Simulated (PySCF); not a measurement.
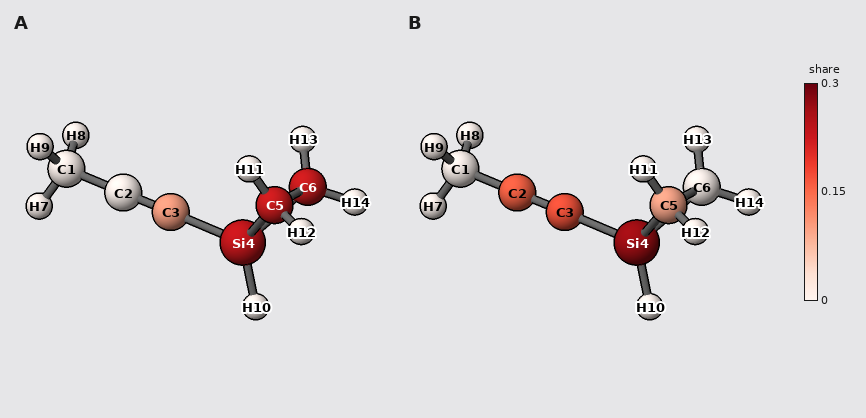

Each panel colours the atoms by their Löwdin share in one orbital (up to four of the largest shares; other atoms are shown as zero). The geometry was computed by an optimisation with GFN2-xTB. No frequency run is at hand to confirm it as a minimum. Level of theory: CAM-B3LYP/def2-SVPD (PySCF 2.14.0).

**The panels show the HOMO, LUMO, in some order. Which is which?**

A: HOMO, −7.75 eV; Si4 0.22, C6 0.22, C5 0.22, C3 0.10
B: LUMO, 0.95 eV; Si4 0.26, C3 0.17, C2 0.15, C5 0.09

The geometry is semi-empirical. Around Si such bond lengths and angles can be off by a tenth of an ångström or more and by several degrees, and values that hang on the shape move with them.
